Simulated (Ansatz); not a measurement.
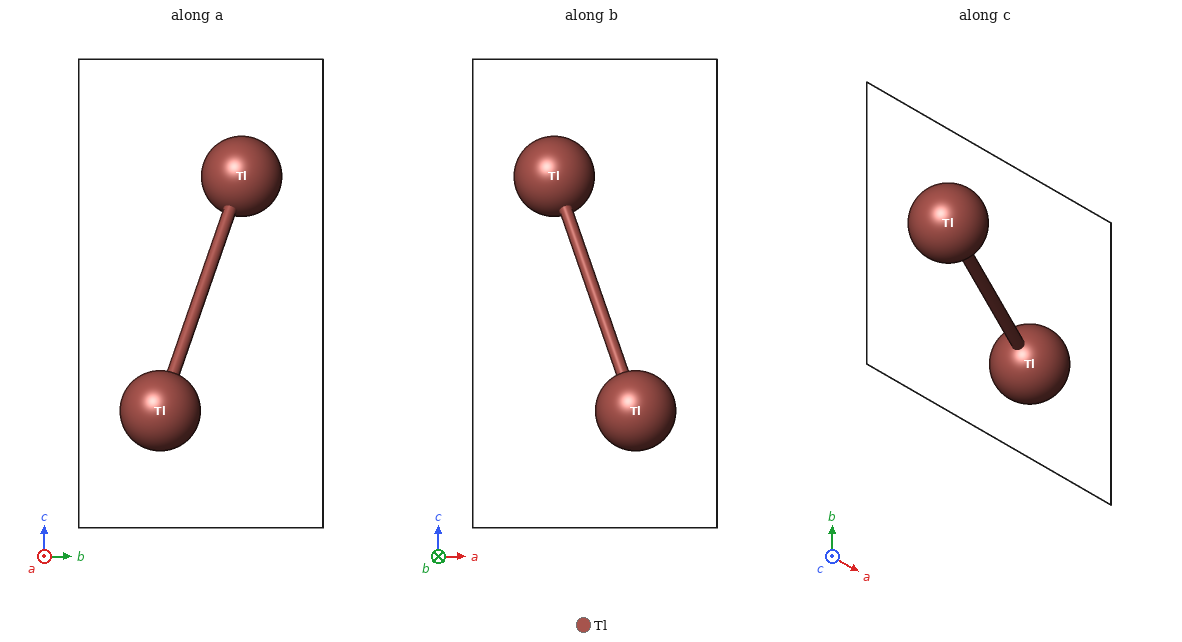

Ball-and-stick representation of a periodic structure, projected along the a axis, along the b axis and along the c axis. The lines enclose the conventional unit cell; boundary atoms appear with their images.

Lattice parameters: a = 3.509 Å, b = 3.509 Å, c = 5.833 Å, α = 90.00°, β = 90.00°, γ = 120.00°.

Write down what is shown as a table of Wyckoff sites.

Space group P6_3/mmc (No. 194).
```csv
atom,site,x,y,z
Tl,2d,0.3333,0.6667,0.7500
```

The structure was taken from the standard structure of this element. Earlier steps of the study may have refined or changed the cell and positions. Ansatz was used for an electronic-structure calculation on it.
